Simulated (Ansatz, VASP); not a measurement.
# Bi (Bismuth) in two plane-wave programs

Aim: how closely do two programs agree when they are given the same cell, functional and k mesh? The cell comes out of the VASP series on this material, whose earlier steps may have relaxed, scaled or displaced it; both programs get it as it stands.

Method: plane waves, with VASP 6.6.1 beside it; relaxation of cell and atoms at PBEsol, in Ansatz 0.2.0.

**1. Starting point**

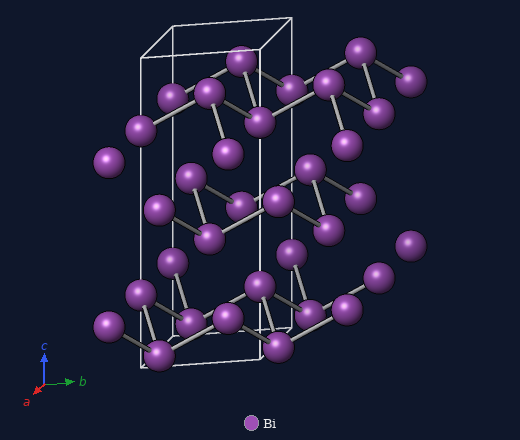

The cell as given, slightly off an axis (bismuth purple). 2×2×1 cells are drawn. This picture shows the conventional cell, with its axes. Bonds to atoms that aren't drawn are left out. Some periodic images of atoms are drawn too.

Structure file:

```cif
data_structure
_symmetry_space_group_name_H-M 'P 1'
_symmetry_Int_Tables_number 1
_cell_length_a 4.7136
_cell_length_b 4.7136
_cell_length_c 4.7136
_cell_angle_alpha 57.241
_cell_angle_beta 57.241
_cell_angle_gamma 57.241
_cell_volume 69.35
loop_
_atom_site_label
_atom_site_type_symbol
_atom_site_fract_x
_atom_site_fract_y
_atom_site_fract_z
_atom_site_occupancy
Bi1 Bi 0.23496 0.23496 0.23496 1
Bi2 Bi 0.76504 0.76504 0.76504 1
```

**2. VASP: relaxation of cell and atoms, PBEsol**

The relaxed volume is the usual yardstick between codes: its relative difference is about their pressure difference at one cell divided by the bulk modulus.

Lines of VASP's logs that name or quote its potential files are left out, and so is its time.

Input file INCAR:

```
SYSTEM = Bi
PREC = Accurate
ENCUT = 400
EDIFF = 1E-06
NELM = 100
ISMEAR = 1
SIGMA = 0.2
LREAL = .FALSE.
ALGO = Normal
GGA = PS
NBANDS = 21
LORBIT = 11
LWAVE = .FALSE.
LCHARG = .FALSE.
KPAR = 2
IBRION = 2
NSW = 60
ISIF = 3
EDIFFG = -0.01
```

Input file POSCAR:

```
Bi
1.0
    2.2578656910      1.3035793646      3.9269835105
   -2.2578656910      1.3035793646      3.9269835105
    0.0000000000     -2.6071587290      3.9269835105
Bi
2
Direct
    0.2349569257      0.2349569257      0.2349569257
    0.7650430743      0.7650430743      0.7650430743
```

Input file KPOINTS:

```
Automatic mesh
0
Gamma
6 6 6
0 0 0
```

Potentials, in the order of the species: Bi_d (PBE family, release 64).

The run is started by

```sh
mpirun -np 2 vasp_std
```

Numbers of over 12 decimals in the logs are rounded to 6 here.

Log:

```text
[banner, memory and clock lines left out]
running    2 mpi-ranks, on    1 nodes
 distrk:  each k-point on    1 cores,    2 groups
 distr:  one band on    1 cores,    1 groups

 POSCAR found type information on POSCAR Bi
 POSCAR found :  1 types and       2 ions
|                                                                             |
|               ----> ADVICE to this user running VASP <----                  |
|                                                                             |
|     You enforced a specific xc type in the INCAR file but a different       |
|     [... a line on the potential file left out ...]
|     I HOPE YOU KNOW WHAT YOU ARE DOING!                                     |
|                                                                             |

 LDA part: xc-table for (Slater+PW92), standard interpolation
 POSCAR, INCAR and KPOINTS ok, starting setup
 FFT: planning ... GRIDC
 FFT: planning ... GRID_SOFT
 FFT: planning ... GRID
 WAVECAR not read
 entering main loop
       N       E                     dE             d eps       ncg     rms          rms(c)
DAV:   1     0.278069543856E+03    0.27807E+03   -0.14394E+04  1357   0.147E+03
DAV:   2     0.138497056018E+02   -0.26422E+03   -0.25878E+03  1384   0.401E+02
DAV:   3    -0.790321011268E+01   -0.21753E+02   -0.21541E+02  1569   0.136E+02
DAV:   4    -0.861340101331E+01   -0.71019E+00   -0.70970E+00  1614   0.276E+01
DAV:   5    -0.864203788230E+01   -0.28637E-01   -0.28636E-01  1897   0.477E+00    0.108E+00
DAV:   6    -0.862937277243E+01    0.12665E-01   -0.21072E-02  1716   0.164E+00    0.626E-01
DAV:   7    -0.862433253435E+01    0.50402E-02   -0.14455E-02  1662   0.139E+00    0.119E-01
DAV:   8    -0.862432345635E+01    0.90780E-05   -0.17089E-03  1549   0.486E-01    0.202E-02
DAV:   9    -0.862433524353E+01   -0.11787E-04   -0.72689E-05  2023   0.657E-02    0.112E-02
DAV:  10    -0.862433379718E+01    0.14464E-05   -0.46611E-06  1311   0.196E-02    0.209E-03
DAV:  11    -0.862433396515E+01   -0.16797E-06   -0.46363E-07   977   0.720E-03
   1 F= -.86243340E+01 E0= -.86241768E+01  d E =-.862433E+01
 curvature:   0.00 expect dE= 0.000E+00 dE for cont linesearch  0.000E+00
 trial: gam= 0.00000 g(F)=  0.790E-08 g(S)=  0.334E-04 ort = 0.000E+00 (trialstep = 0.100E+01)
 search vector abs. value=  0.334E-04
 bond charge predicted
       N       E                     dE             d eps       ncg     rms          rms(c)
DAV:   1    -0.862518301369E+01   -0.84922E-03   -0.22847E-02  1574   0.225E+00    0.151E-01
DAV:   2    -0.862446717689E+01    0.71584E-03   -0.13276E-03  1584   0.554E-01    0.618E-02
DAV:   3    -0.862433496958E+01    0.13221E-03   -0.56997E-04  1807   0.332E-01    0.727E-03
DAV:   4    -0.862433728855E+01   -0.23190E-05   -0.15132E-05  1494   0.385E-02    0.329E-03
DAV:   5    -0.862433971464E+01   -0.24261E-05   -0.37966E-06  1351   0.209E-02    0.239E-03
DAV:   6    -0.862433957149E+01    0.14315E-06   -0.40049E-07   797   0.103E-02
   2 F= -.86243396E+01 E0= -.86241811E+01  d E =-.560634E-05
 trial-energy change:   -0.000006  1 .order   -0.000006   -0.000033    0.000021
 step:   0.6141(harm=  0.6141)  dis= 0.00001  next Energy=    -8.624344 (dE=-0.103E-04)
 reached required accuracy - stopping structural energy minimisation
```

Parts of OUTCAR (step 2):

```text
ion  position               nearest neighbor table
   1  0.235  0.235  0.235-   2 3.06   2 3.06   2 3.06   2 3.49   2 3.49   2 3.49
   2  0.765  0.765  0.765-   1 3.06   1 3.06   1 3.06   1 3.49   1 3.49   1 3.49

  LATTYP: Found a trigonal (rhomboedric) cell.
 ALAT       =     4.7136478581
 COS(alpha) =     0.5411064693

 Subroutine GETGRP returns: Found 12 space group operations
 (whereof 12 operations were pure point group operations)

The static configuration has the point symmetry D_3d.

 Found     32 irreducible k-points:

   k-points           NKPTS =     32   k-points in BZ     NKDIM =     32   number of bands    NBANDS=     21

   dimension x,y,z NGX =    32 NGY =   32 NGZ =   32
   dimension x,y,z NGXF=    64 NGYF=   64 NGZF=   64

   ENCUT  =  400.0 eV  29.40 Ry    5.42 a.u.   7.69  7.69  7.69*2*pi/ulx,y,z

   NELECT =      30.0000    total number of electrons

 k-points in reciprocal lattice and weights: Automatic mesh
   0.00000000  0.00000000  0.00000000       0.005
   0.16666667  0.00000000 -0.00000000       0.028
   0.33333333 -0.00000000 -0.00000000       0.028
   0.50000000  0.00000000  0.00000000       0.014
   0.16666667  0.16666667 -0.00000000       0.028
   0.33333333  0.16666667 -0.00000000       0.056
   0.50000000  0.16666667 -0.00000000       0.056
  -0.33333333  0.16666667  0.00000000       0.056
  -0.16666667  0.16666667  0.00000000       0.028
[...]
-0.33333333  0.50000000  0.33333333       0.028
   0.50000000  0.50000000  0.50000000       0.005

 average (electrostatic) potential at core
       1-104.1865       2-104.1865

 E-fermi :   6.2865

 k-point     1 :       0.0000    0.0000    0.0000
  band No.  band energies     occupation
    ...
     11      -6.8471      2.00000
     12      -1.0704      2.00000
     13       4.8093      2.00000
     14       5.1380      2.00000
     15       5.1380      2.00000
     16       8.9474     -0.00000
     17       9.3611     -0.00000
     18       9.3611     -0.00000
     19      11.9098      0.00000
     20      12.1052      0.00000
    ...

 k-point     2 :       0.1667    0.0000   -0.0000
  band No.  band energies     occupation
    ...
     11      -6.5817      2.00000
     12      -1.6718      2.00000
     13       4.9102      2.00000
     14       5.1280      2.00000
     15       5.1738      2.00000
     16       8.2100     -0.00000
     17       8.5872     -0.00000
     18       8.7501     -0.00000
     19      11.3222      0.00000
     20      11.9544      0.00000
    ...

 k-point     3 :       0.3333   -0.0000   -0.0000
  band No.  band energies     occupation
    ...
     11      -5.8124      2.00000
     12      -3.0289      2.00000
     13       4.9636      2.00000
     14       5.1608      2.00000
     15       5.5201      2.00000
     16       6.8622     -0.00036
     17       7.4897     -0.00000
     18       7.7496     -0.00000
     19      12.1747      0.00000
     20      13.2431      0.00000
    ...

  Total        0.0183715      0.0183715      0.0079140      0.0000000      0.0000000      0.0000000
  in kB        0.4250763      0.4250763      0.1831115      0.0000000      0.0000000      0.0000000
  external PRESSURE =       0.3444214 kB  Pullay stress =       0.0000000 kB

  energy-cutoff  :      400.00
  volume of cell :       69.25
      direct lattice vectors                 reciprocal lattice vectors
     2.256914855  1.303030399  3.924347671     0.221541366  0.127906967  0.084939807
    -2.256914855  1.303030399  3.924347671    -0.221541366  0.127906967  0.084939807
     0.000000000 -2.606060798  3.924347671     0.000000000 -0.255813935  0.084939807

 POSITION                                       TOTAL-FORCE (eV/Angst)
 -----------------------------------------------------------------------------------
      0.00000      0.00000      2.76614         0.000000      0.000000      0.007101
      0.00000      0.00000      9.00690         0.000000     -0.000000     -0.007101
 -----------------------------------------------------------------------------------
    total drift:                                0.000000      0.000000     -0.000000

  FREE ENERGIE OF THE ION-ELECTRON SYSTEM (eV)
  ---------------------------------------------------
  free  energy   TOTEN  =        -8.6243395715 eV

  energy  without entropy=       -8.6238640211  energy(sigma->0) =       -8.62418105

 reached required accuracy - stopping structural energy minimisation

 total charge
# of ion       s       p       d       tot
------------------------------------------
    1        1.525   1.360   9.914  12.799
    2        1.525   1.360   9.914  12.799
--------------------------------------------------
tot          3.049   2.720  19.828  25.598

[... 3 further parts left out ...]
```

CONTCAR:

```
Bi
   1.00000000000000
     2.2569148545636484    1.3030303989273930    3.9243476709619021
    -2.2569148545636484    1.3030303989273930    3.9243476709619021
     0.0000000000000000   -2.6060607976550045    3.9243476709619465
  Bi
     2
Direct
     0.2349557539039184    0.2349557539039184    0.2349557539039184
     0.7650442460960816    0.7650442460960816    0.7650442460960816
```

**3. Ansatz: relaxation of cell and atoms, PBEsol**

Ansatz runs on its default PAW (the set named soft_2) files.

The same cell, functional, mesh and smearing now go to Ansatz, which takes its cutoff from its data sets.

Input file input.yaml:

```yaml
crystal:
  lattice:
    - [2.257865691, 1.3035793646, 3.9269835105]
    - [-2.257865691, 1.3035793646, 3.9269835105]
    - [0.0, -2.607158729, 3.9269835105]
  atoms:
    - { symbol: Bi, position: [0.2349569257, 0.2349569257, 0.2349569257] }
    - { symbol: Bi, position: [0.7650430743, 0.7650430743, 0.7650430743] }
hamiltonian:
  xc: pbesol
  pseudopotentials: { kind: paw }
kpoints:
  mp_grid: { grid: [6, 6, 6] }
scf:
  occupations: { method: methfessel_paxton, width: 0.2 }
relax:
  f_tol: 0.01
  max_steps: 60
  cell: { stress_tol: 0.05 }
output:
  forces: true
  stress: true
  write_density: true
  write_potential: true
  elf: true
  volumetric_format: npy
```

The run is started by

```sh
ansatz run input.yaml --threads 4 --pin off --max-ram 9216MiB --backend cpu --events-out ev --progress --plain --runs-dir out
```

Log:

```text
Engine: ansatz 0.2.0, aarch64-unknown-linux-gnu
Pseudopotentials: kind: paw
Pseudopotential: Bi, paw, valence charge 15, recommended cutoff 420 eV (normal), Bi.paw.azcp
Functional definition: PBEsol
  exchange = pbesol_x
  correlation = pbesol_c
Crystal: 2 atoms, lattice volume = 69.350 Å³
Basis set: ecut = 420 eV, 1333 PW (Γ), exchange–correlation on 64×64×64 points (8 copies of the dense FFT grid, shifted against one another)
Bands: 19, of which v1, the nominal top of the filled ones, is band 15 counted from 1 (14 counted from 0)
Symmetry: 12 space group operations
Space group: R-3m (ITA 166), of the structure as read, at distance tolerance 4.1e-5 Å
k-points: 32 of 216
Non-local potential: Bi, projectors of the file, l = 0: 2, l = 1: 2, l = 2: 2, l = 3: 2
PAW form: soft (Blöchl's): semilocal exchange-correlation on the pseudo side does not see the compensation charge
PAW frozen core: Bi, regenerated for the run's functional, and the local potential with it (the file was generated under x = pbe(κ = 0.804, μ = 0.219515), c = pbe(β = 0.066725))
PAW one-centre angular grid: Bi, 590 points (default); XC on 64 Gauss nodes
Initial density: superposition of atomic densities (neutral atoms: chi_scale 0, normalization atom), corrected by the library's trained network
Initial wavefunctions: pseudopotential atomic-orbital guess
Functional: x = pbesol(κ = 0.804, μ = 0.123457), c = pbesol(β = 0.046)
SCF iter   1: F=—  HF=-24484.023209 eV  |F-HF|=—  |Δ(HF+E_count)|=         —  Δρ=1.57e-3  dr2=1.90e-3  ethr=1.77e-3  ⟨swp⟩=5.4  Hψ=2644  notcnv=0
preconditioner: auto → none  [insulator: Δε(μ)=0.527 eV  Ē_g=20.297 eV  σ=0.200 eV  W_gap=0.61  n_scr=14 (ndim 8)  ℏωp=24.4 eV  f_vac=0.002  D(μ)=0.44/eV (n_scr^D=0)  ε∞_Penn≈2.4]
SCF iter   2: F=—  HF=-24484.022258 eV  |F-HF|=—  |Δ(HF+E_count)|=   9.50e-4  S|Δr|=    0.00e0  Δρ=5.73e-4  dr2=2.45e-4  ethr=6.32e-6  ⟨swp⟩=2.7  Hψ=1407  notcnv=0
SCF iter   3: F=—  HF=-24484.022282 eV  |F-HF|=—  |Δ(HF+E_count)|=   2.34e-5  S|Δr|=    0.00e0  Δρ=1.84e-4  dr2=2.82e-5  ethr=8.17e-7  ⟨swp⟩=2.0  Hψ=1089  notcnv=0
SCF iter   4: F=—  HF=-24484.022256 eV  |F-HF|=—  |Δ(HF+E_count)|=   2.52e-5  S|Δr|=    0.00e0  Δρ=6.73e-5  dr2=2.28e-6  ethr=9.39e-8  ⟨swp⟩=2.0  Hψ=1089  notcnv=0
SCF iter   5: F=—  HF=-24484.022258 eV  |F-HF|=—  |Δ(HF+E_count)|=   1.34e-6  S|Δr|=    0.00e0  Δρ=1.84e-5  dr2=1.80e-7  ethr=7.59e-9  ⟨swp⟩=2.5  Hψ=1096  notcnv=0
SCF iter   6: F=-24484.022258 eV  HF=-24484.022258 eV  |F-HF|=1.56e-9  |Δ(HF+E_count)|=   1.44e-8  S|Δr|=    0.00e0  Δρ=2.42e-6  dr2=1.88e-9  ethr=3.33e-10  ⟨swp⟩=9.0  Hψ=3927  notcnv=0
SCF 1 converged in 6 iterations: F = -24484.022258 eV  dr2 = 1.88e-9
  greatest PAW one-centre occupation: 0.987 electrons in one spin orbital (limit 2), on the Bi atom at site 1 (counted from 0), in its partial waves of l = 2
relax step   1: F+E_penalty+E_count = -24484.02225781 eV  Δ(F+E_penalty+E_count) = +0.000e0 eV  max|allowed force component| = 6.593e-3 eV/Å  Δτ_max = 0.0000 Å  P = +0.042 GPa  Ω = 69.350 Å³  (6 SCF iters, dr2 threshold 1.00e-7 eV, accepted)
Initial density: handed on by an earlier stage of this run
Initial wavefunctions: pseudopotential atomic-orbital guess (no wavefunctions were taken with the density)
iter 1 solved again at ethr=1.85e-7 eV; its pass at ethr=3.10e-3 eV (dr2=5.55e-5 eV) is discarded
SCF iter   1: F=—  HF=-24484.022257 eV  |F-HF|=—  |Δ(HF+E_count)|=         —  Δρ=2.29e-6  dr2=2.04e-9  ethr=1.85e-7  ⟨swp⟩=3.8  Hψ=4628  notcnv=0
eigensolver tolerance schedule: the retry pair's looser diagonalisation over-reported the residual by 27173.74 of it (diagonalisation noise at an unbounded share of the residual, at the tolerance the schedule requests for it); recorded, not acted on — ethr = c·dr2/N_el stays at c = 1.0e-1
preconditioner: auto → none  [insulator: Δε(μ)=0.530 eV  Ē_g=20.333 eV  σ=0.200 eV  W_gap=0.61  n_scr=14 (ndim 8)  ℏωp=24.4 eV  f_vac=0.001  D(μ)=0.44/eV (n_scr^D=0)  ε∞_Penn≈2.4]
SCF iter   2: F=—  HF=-24484.022258 eV  |F-HF|=—  |Δ(HF+E_count)|=   5.85e-7  S|Δr|=    0.00e0  Δρ=1.31e-6  dr2=4.64e-10  ethr=6.80e-12  ⟨swp⟩=4.0  Hψ=1655  notcnv=0
SCF iter   3: F=—  HF=-24484.022258 eV  |F-HF|=—  |Δ(HF+E_count)|=  5.09e-10  S|Δr|=    0.00e0  Δρ=3.98e-7  dr2=1.09e-10  ethr=1.55e-12  ⟨swp⟩=2.0  Hψ=1090  notcnv=0
SCF iter   4: F=-24484.022258 eV  HF=-24484.022258 eV  |F-HF|=0.00e0  |Δ(HF+E_count)|=  1.09e-11  S|Δr|=    0.00e0  Δρ=8.05e-8  dr2=4.19e-12  ethr=1.00e-12  ⟨swp⟩=6.0  Hψ=3595  notcnv=0
SCF 2 converged in 4 iterations: F = -24484.022258 eV  dr2 = 4.19e-12
relax step   2: F+E_penalty+E_count = -24484.02225781 eV  Δ(F+E_penalty+E_count) = -4.075e-10 eV  max|allowed force component| = 6.596e-3 eV/Å  Δτ_max = 0.0000 Å  P = +0.042 GPa  Ω = 69.350 Å³  stress off target by 5.00e-2 GPa  SCF on the basis re-selected at this cell (its energy is not comparable with the rows above)  (4 SCF iters)
basis re-selected at this cell: Δ(F+E_penalty+E_count) = -4.075e-10 eV, ΔP = +0.000 GPa vs the last step (what re-selecting the basis moved, of the pressure what is left beyond the Pulay correction that the steps carried, after the strain that the cell walked since its last selection, with what the two solves' SCF thresholds leave and, on support functions, any second-order correction that the steps lacked; it is no  [...]
SCF converged after 4 iterations
Stability not checked: this state was not tested for a lower state beside it, because cold or Methfessel-Paxton smearing, or corrected tetrahedra, fill the levels in a way that the test cannot read (fill_not_monotonic; see scf.lower_state_search)
Free energy (F): -24484.022258 eV
Harris-Foulkes:  -24484.022258 eV  (|F-HF|=0.00e0)
Internal energy: -24484.021748 eV  (E = F + TS)
E sigma→0 (E₀):  -24484.022130 eV
Entropy (-TS):   -0.000509 eV (-0.255 meV/atom)
Fermi energy:    9.705205 eV
--- Per-component energies (eV) ---
  E_band       = -215.650687
  E_kinetic    = 605.682986
  E_local      = -3093.384843  (includes V_loc(G=0)·N_el)
  E_nonlocal   = 1122.966076
  E_hartree    = 1005.869581
  E_xc         = -300.278875
  E_vxc        = -288.010132  (∫ρ·V_xc dr)
  E_paw        = -21019.215373  (= ΣΔE_a)
  E_vpaw       = -574.643027  (= ΣTr[D̂ρ^β])
  E_aug_tail   = -0.000929  (compensation charges beyond the density's cutoff)
  E_ewald      = -2805.839875
  E_core_change = 0.179504  (= ΣΔE_core)
  E_smearing   = -0.000509  (= −TS)
  E_closure    = 0.000000  (closes the sum)
  Σ components = -24484.022258   (vs F -24484.022258, Δ=0.00e0)
--- Forces (eV/Å), atoms counted from 1 ---
  atom   1  Bi    -0.00000000    -0.00000000    -0.00659582
  atom   2  Bi    -0.00000000     0.00000000     0.00659582
  max |Σ_I F_I| component: 2.78e-17 eV/Å
--- Stress (GPa, compression-positive) ---
        0.049983      -0.000000       0.000000
        0.000000       0.049983      -0.000000
        0.000000      -0.000000       0.026943
  P = ⅓ Tr σ = 0.0423 GPa (0.423 kbar)
--- Band table (eV; the first three rows and the last of 32) ---
  k-point 0: bands = [... 11 lower, 2.3633, 8.2268, 8.5582, 8.5582, 12.3668, 12.7759, 12.7759, 15.3171]
  k-point 1: bands = [... 11 lower, 1.7626, 8.3280, 8.5481, 8.5933, 11.6278, 12.0046, 12.1644, 14.7365]
  k-point 2: bands = [... 11 lower, 0.4067, 8.3814, 8.5809, 8.9396, 10.2815, 10.9062, 11.1639, 15.5867]
  k-point 31: bands = [... 11 lower, -0.2494, 8.8885, 9.2056, 9.2056, 10.4124, 10.4124, 10.4705, 16.8055]
--- Relaxed structure (1 steps of the walk, 1 accepted, 1 SCFs on fresh bases) ---
  F+E_penalty+E_count = -24484.02225781 eV   max|allowed force component| = 6.596e-3 eV/Å   (the final SCF, on the basis selected at the relaxed cell)
  cell:  # Å, volume = 69.3499 Å³
    - [2.257866, 1.303579, 3.926984]
    - [-2.257866, 1.303579, 3.926984]
    - [0.0, -2.607159, 3.926984]
  atoms:
    - { symbol: Bi, position: [0.234957, 0.234957, 0.234957] }
    - { symbol: Bi, position: [0.765043, 0.765043, 0.765043] }
```

It took 1.6 s on 4 threads of Arm Neoverse V1, shared host; peak memory 0.38 GiB.

**4. Differences**

Known differences besides the PAW data sets themselves: both relaxations stop at a tolerance, which leaves soft axes loose, and VASP keeps its plane-wave basis; the cutoff is 420 eV in Ansatz and 400 eV in VASP; Ansatz makes its cores anew for this functional, VASP keeps those of its PBE data sets; VASP leaves aspherical gradient terms in its spheres out (LASPH is not set), Ansatz keeps them; Ansatz adds a Pulay correction to the stress that steers its cell, VASP none. Total energies have different zeros and are not compared.

Both answers:

| quantity | Ansatz | VASP | difference |
| --- | --- | --- | --- |
| volume (Å³) | 69.35 | 69.25 | +0.15 % |
| edge a after relaxation, in the typed setting (Å) | 4.714 | 4.711 | +0.06 % |

The walks stopped with 0.04 GPa left in Ansatz and 0.03 GPa in VASP; each walk ends within a tolerance, so the volume difference is uncertain by about these residues over the bulk modulus, most in soft cells.

**5. Summary of results**

```yaml
difference_in_volume_relaxation_of_cell_and_atoms_pbesol: 0.15 %
```

The difference in volume is 0.15 % (relaxation of cell and atoms, PBEsol), within the 1.2 % picked in this series as the mark of a large difference, as far as the stopping tolerances let one tell. Differences of this kind measure data sets and numerical settings, not the functional's error against experiment.

[Lines on the potential files, build, host, timing and source positions are cut from VASP's logs without a mark.]

[Logs are printed without paths, hosts, clocks, repeated set-up lines and the standing remarks that a program may print on its own settings, such as how far it seeks lower states.]

[Hosts, paths, dates, database ids (printed as entryN), source tags and the programs' standing remarks are cut or masked in the printed files.]
